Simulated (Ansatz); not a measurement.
Input file:

```
basis:
  gaussian: {orbitals: def2-TZVPD}
crystal:
  periodic: [false, false, false]
  atoms:
    - {symbol: Cl, position_ang: [3.241807, 0.925338, -0.729118]}
    - {symbol: F, position_ang: [-2.058312, 0.342033, -0.204604]}
    - {symbol: O, position_ang: [0.217752, 1.042279, -1.171942]}
    - {symbol: Si, position_ang: [-1.425496, 1.155843, -1.510484]}
    - {symbol: Si, position_ang: [1.331731, 0.437522, -0.061398]}
    - {symbol: H, position_ang: [1.117880, 1.080969, 1.267016]}
    - {symbol: H, position_ang: [1.220640, -1.048300, 0.005122]}
hamiltonian: {xc: {name: PBE0}}
output: {forces: true, orbitals: {seedname: orbitals}}
```

Run with:

```sh
ansatz run input.yaml --threads 1 --pin off --max-ram 2610MiB --events-out events.jsonl --progress --plain --runs-dir runs
```

Geometry: BLYP-D3(BJ)/def2-SVP.

Computed with isolated molecule in a Gaussian basis; Kohn-Sham density functional theory, functional PBE0 (Ansatz).

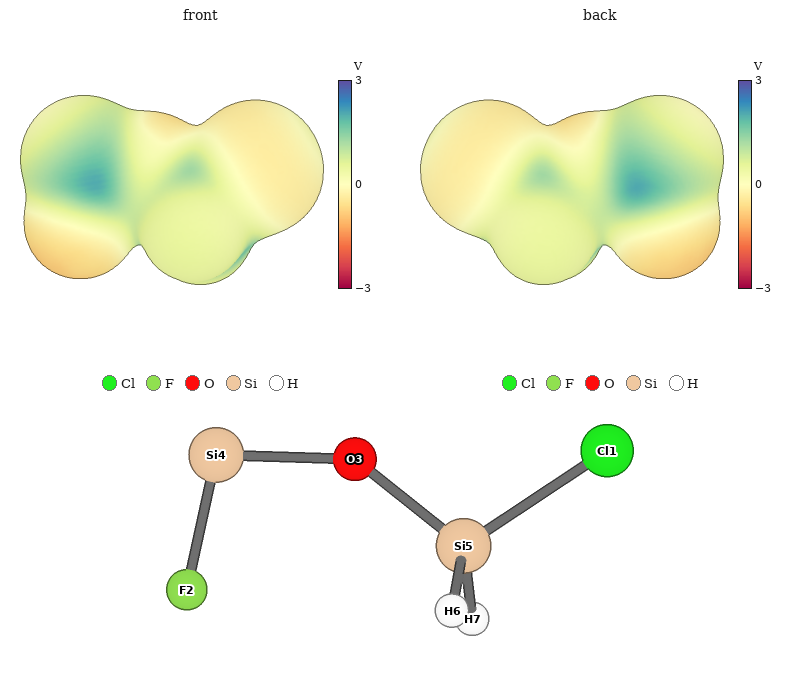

ClFH$_{2}$OSi$_{2}$ (SMILES F[Si]O[SiH2]Cl). The electrostatic potential painted on the density surface at 0.002 e/bohr³, seen from the front and from behind; the colour scale runs from red (negative) to blue (positive). The bare structure is drawn below in the same view.

**Where is the surface potential most negative and most positive?**

The most negative region (about −0.8 V) lies over F2, the most positive (about +2.0 V) over Si4. Cl1 shows a σ-hole: about +0.2 V at the tip opposite its bond, against about −0.3 V on its flanks.

**What dipole moment does the calculation give?**

Its dipole moment is 0.56 D.
